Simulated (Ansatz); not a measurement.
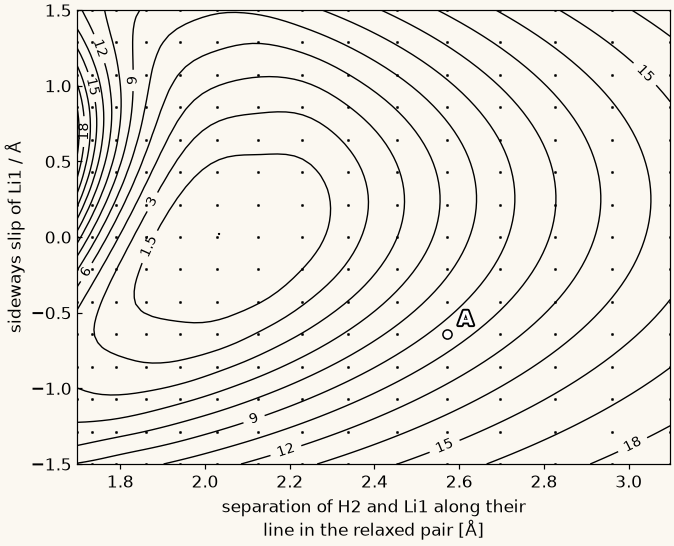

H2Li, charge +1. The first coordinate is: separation of H2 and Li1 along their line in the relaxed pair; the second: sideways slip of Li1. Nothing is relaxed (both partners rigid). The scan uses a 15 × 15 grid. Points are written as (first, second). Energies: kJ/mol, counted from the lowest grid point. These are results of RKS PBE0-D4/def2-TZVPD in Ansatz 0.2.0, not measurements.

The picture shows contour lines labelled in kJ/mol, dots at the grid points, the point A. Between grid points the surface is interpolated.

Q: Which way does the force act at A, and how strong is it?

A: A, at (2.572 Å, −0.643 Å), is not a stationary point. The computed force is 14 kJ/mol for each Å towards smaller values of the first coordinate and 6.7 kJ/mol for each Å towards larger values of sideways slip of Li1.
